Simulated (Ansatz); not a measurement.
Input

```
crystal:
  periodic: [false, false, false]
  atoms:
    - {symbol: Mg, position_ang: [-1.723819, 0.778633, -1.399104]}
    - {symbol: Si, position_ang: [-0.061581, 0.930290, 0.744236]}
    - {symbol: Si, position_ang: [0.224426, -0.936581, -0.552954]}
    - {symbol: Si, position_ang: [1.560974, -0.772342, 1.207822]}
basis:
  gaussian: {orbitals: def2-TZVP, initial_orbitals: start.molden}
magnetization: {spin_polarized: true, initial_magnetization: 2}
hamiltonian: {xc: pbe0, dispersion: d4}
scf: {omitted_lower_state_checks: [starts]}
output: {orbitals: {seedname: orbitals}}
```

Launched as:

```sh
ansatz run in.yaml --threads 4 --pin off --events-out ev --progress --plain --max-ram 3916MiB
```

Geometry: r2SCAN-D4/def2-TZVP.

These are results of UKS PBE0-D4/def2-TZVP in Ansatz, not measurements.

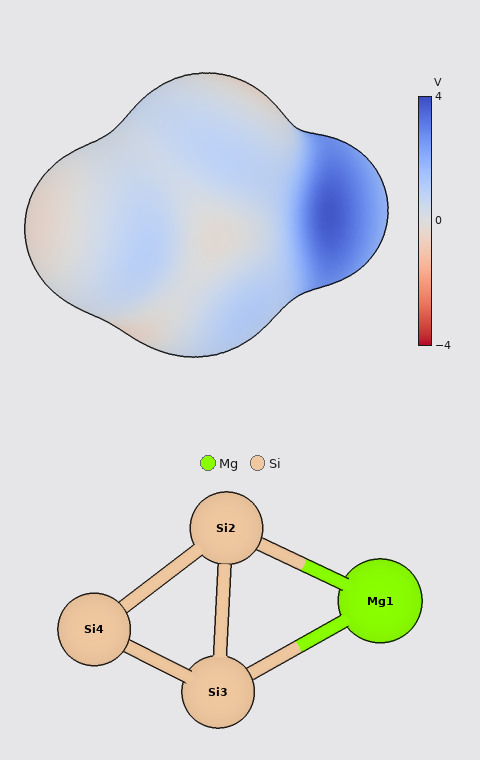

MgSi$_{3}$ (triplet). The molecular electrostatic potential painted on the density surface at 0.004 e/bohr³, seen at a tilt; the colour scale runs from red (negative) to blue (positive). The bare structure is drawn below in the same view.

**Which sites attract a positive test charge, and which a negative one?**

A positive charge is drawn to the negative regions and a negative charge to the positive ones. The most negative region (about −0.4 V) lies over Si4, the most positive (about +3.7 V) over Mg1.
